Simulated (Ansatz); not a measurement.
# C2H3Al (SMILES C#[C][AlH2]) at 6 levels

We compute a comparison of 6 runs (BHLYP/def2-TZVP, BLYP/def2-TZVP, PBE/def2-TZVP, PBE0/def2-TZVP, r2SCAN/def2-TZVP, CCSD(T)/def2-TZVP) of C2H3Al. 

The results are computed with Ansatz 0.2.0.

30 further runs of the same task are left out: 30 set aside as unsound or not needed. Runs told in other sessions of the task aren't counted.

## 1. The system as given

The species is C2H3Al (6 atoms), meant as a singlet with charge 0. SMILES: `C#[C][AlH2]`. The C1–C2 distance was set to 2.664 Å, away from the relaxed value. At this shape a bond of the SMILES string is far longer than usual.

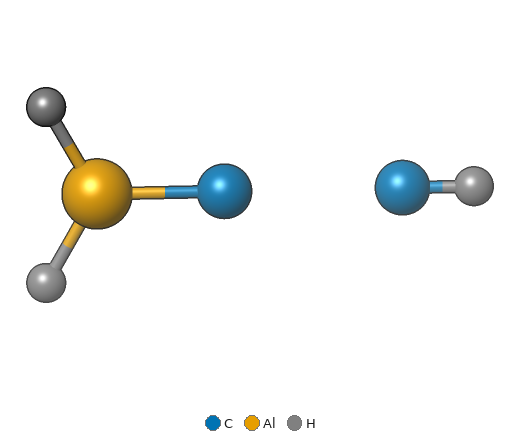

Viewed from a chosen angle; carbon blue, aluminium amber, hydrogen grey.

## 2. The energy at BHLYP/def2-TZVP (run 1)

Contents of molecule.yaml:

```yaml
crystal:
  periodic: [false, false, false]
  atoms:
    - symbol: C
      position_ang: [-1.424834, -2.925668, -0.528378]
    - symbol: C
      position_ang: [-0.266100, -0.564200, -0.106200]
    - symbol: Al
      position_ang: [0.564800, 1.124200, 0.195000]
    - symbol: H
      position_ang: [-1.889034, -3.871168, -0.697678]
    - symbol: H
      position_ang: [1.356700, 1.804700, -0.990500]
    - symbol: H
      position_ang: [0.436600, 1.792000, 1.621000]
basis:
  gaussian:
    orbitals: def2-TZVP
hamiltonian:
  xc: {name: BHLYP}
accuracy: high
output: {orbitals: {seedname: orbitals}}
```

Command:

```console
$ ansatz run molecule.yaml --threads 1 --pin off --max-ram 2610MiB --events-out events.jsonl --progress --plain --runs-dir runs
```

Standard output:

```text
Warning: RAYON_NUM_THREADS=1 ignored (pool sized by the plan → 1); use --threads N
Functional definition: BHLYP
  name "BHLYP"
  parameter a = 0.5
  exchange = (1 - a)*b88_x + a*exact_x
  correlation = lyp_c
1904 factors; integrals over basis functions are off by at most 2.0e-8 eV
mean field evaluation 1: about -8699.7081 eV, gradient 3.2e1 eV
mean field evaluation 2: about -8624.4616 eV, gradient 1.1e2 eV
mean field evaluation 4: about -8704.0329 eV, gradient 8.0e0 eV
mean field evaluation 8: about -8704.2574 eV, gradient 5.1e-1 eV
mean field evaluation 16: about -8704.2592 eV, gradient 7.2e-4 eV
mean field evaluation 32: about -8704.2592 eV, gradient 4.6e-5 eV
mean field evaluation 64: about -8703.3420 eV, gradient 9.5e0 eV
mean field -8704.25915366 eV, -319.8756239382 hartree, gradient 4.9e-8 eV, S^2 0.000000; 4 other end points of the search recorded, 0 dependent functions left out
reference -8704.25918292 eV, -319.8756250135 hartree; 14, 14 occupied and 103, 103 virtual orbitals, 1904 factors
Total energy: -8704.25918292 eV, -319.8756250135 hartree
```

Run time: 5.1 s. Hardware: 1 thread of AMD EPYC 9R45 (Zen 5), shared host; peak memory 0.32 GiB.

## 3. The energy at BLYP/def2-TZVP (run 2)

Contents of input.yaml:

```yaml
crystal:
  periodic: [false, false, false]
  atoms:
    - {symbol: C, position_ang: [-1.424834, -2.925668, -0.528378]}
    - {symbol: C, position_ang: [-0.266100, -0.564200, -0.106200]}
    - {symbol: Al, position_ang: [0.564800, 1.124200, 0.195000]}
    - {symbol: H, position_ang: [-1.889034, -3.871168, -0.697678]}
    - {symbol: H, position_ang: [1.356700, 1.804700, -0.990500]}
    - {symbol: H, position_ang: [0.436600, 1.792000, 1.621000]}
basis:
  gaussian:
    orbitals: def2-TZVP
hamiltonian:
  xc: {name: BLYP}
accuracy: high
output:
  orbitals: {seedname: orbitals}
```

Command:

```console
$ ansatz run input.yaml --threads 1 --pin off --max-ram 2610MiB --events-out events.jsonl --progress --plain --runs-dir runs
```

Standard output:

```text
Warning: RAYON_NUM_THREADS=1 ignored (pool sized by the plan → 1); use --threads N
Functional definition: BLYP
  name "BLYP"
  parameter beta = 0.0042
  parameter a = 0.04918
  parameter b = 0.132
  parameter c = 0.2533
  parameter d = 0.349
  exchange = b88_x(beta = beta)
  correlation = lyp_c(a = a, b = b, c = c, d = d)
1904 factors; integrals over basis functions are off by at most 2.0e-8 eV
mean field evaluation 1: about -8695.9581 eV, gradient 5.0e1 eV
mean field evaluation 2: about -8604.8341 eV, gradient 1.3e2 eV
mean field evaluation 4: about -8690.2372 eV, gradient 5.5e1 eV
mean field evaluation 8: about -8704.9612 eV, gradient 1.9e1 eV
mean field evaluation 16: about -8706.0648 eV, gradient 5.9e-2 eV
mean field evaluation 32: about -8700.2825 eV, gradient 3.7e1 eV
mean field evaluation 64: about -8706.0643 eV, gradient 1.5e-2 eV
mean field evaluation 96: about -8703.4984 eV, gradient 1.8e1 eV
mean field evaluation 128: about -8704.9238 eV, gradient 2.5e0 eV
mean field evaluation 160: about -8705.7154 eV, gradient 1.1e1 eV
mean field evaluation 192: about -8705.3149 eV, gradient 9.5e-1 eV
mean field -8706.07785636 eV, -319.9424600297 hartree, gradient 1.0e-8 eV, S^2 0.000000; 20 other end points of the search recorded, 0 dependent functions left out
reference -8706.07791296 eV, -319.9424621098 hartree; 14, 14 occupied and 103, 103 virtual orbitals, 1904 factors
Total energy: -8706.07791296 eV, -319.9424621098 hartree
```

Run time: 10 s. Hardware: 1 thread of AMD EPYC 9R45 (Zen 5), shared host; peak memory 0.29 GiB.

Runs 3 to 5 aren't shown in full; the table further down has their settings and results.

## 4. A single-point energy at CCSD(T)/def2-TZVP (run 6)

Contents of job.yaml:

```yaml
crystal:
  periodic: [false, false, false]
  atoms:
    - {symbol: C, position_ang: [-1.424834, -2.925668, -0.528378]}
    - {symbol: C, position_ang: [-0.266100, -0.564200, -0.106200]}
    - {symbol: Al, position_ang: [0.564800, 1.124200, 0.195000]}
    - {symbol: H, position_ang: [-1.889034, -3.871168, -0.697678]}
    - {symbol: H, position_ang: [1.356700, 1.804700, -0.990500]}
    - {symbol: H, position_ang: [0.436600, 1.792000, 1.621000]}
basis:
  gaussian:
    orbitals: def2-TZVP
scf:
  omitted_lower_state_checks: [cluster_reference, increment]
correlation:
  method: ccsd_t
  frozen_orbitals: {Al: 5, C: 1, H: 0}
accuracy: high
```

Command:

```console
$ ansatz run job.yaml --threads 1 --pin off --max-ram 2610MiB --events-out events.jsonl --progress --plain --runs-dir runs
```

Standard output:

```text
Warning: RAYON_NUM_THREADS=1 ignored (pool sized by the plan → 1); use --threads N
[... 16 lines left out ...]
7 core orbitals not correlated: weight in the atoms' cores, before any rotation towards them, 1.000 or more for the frozen orbitals, at most 0.000 for the correlated occupied ones
[... 60 lines left out ...]
WARN: these amplitudes may be one of several solutions (largest doubles amplitude 0.56, level shift 5.17 eV)
Total energy: -8690.62475093 eV, -319.3745688795 hartree
Checks for a lower state left out: cluster_reference, increment
```

It took 15 s on 1 thread of AMD EPYC 9R45 (Zen 5), shared host; peak memory 1.1 GiB.

## 5. Overview of the runs

| run | level | frozen core orbitals | energy (Eh) | wall time |
| --- | --- | --- | --- | --- |
| 1 | BHLYP/def2-TZVP | – | -319.875625 | 5.1 s |
| 2 | BLYP/def2-TZVP | – | -319.942462 | 10 s |
| 3 | PBE/def2-TZVP | – | -319.703387 | 8.4 s |
| 4 | PBE0/def2-TZVP | – | -319.703220 | 4.5 s |
| 5 | r2SCAN/def2-TZVP | – | -319.847368 | 19 s |
| 6 | CCSD(T)/def2-TZVP | 7 | -319.374569 | 15 s |

## 6. Outcome

| quantity | value |
| --- | --- |
| run 6: total energy | -319.37457 Eh |
| run 6: correlation energy (7 core orbitals frozen) | -489.7 mEh |
| run 6: (T) correction | -49.04 mEh |
| run 6: T1 diagnostic | 0.046 |

Totals of different functionals can't be ranked against each other. In run 6 the T1 diagnostic is large, so a single reference may not serve. In run 6 the log says that unrestricted orbitals would lower the reference, so the values rest on an unstable closed-shell determinant (other closed-shell runs at this shape may share the fault). In all runs a closed-shell determinant meets a far-stretched bond; if it breaks into open shells, such a determinant describes it badly, and no broken-symmetry solution was shown. All runs together took 62 s, the longest 19 s.
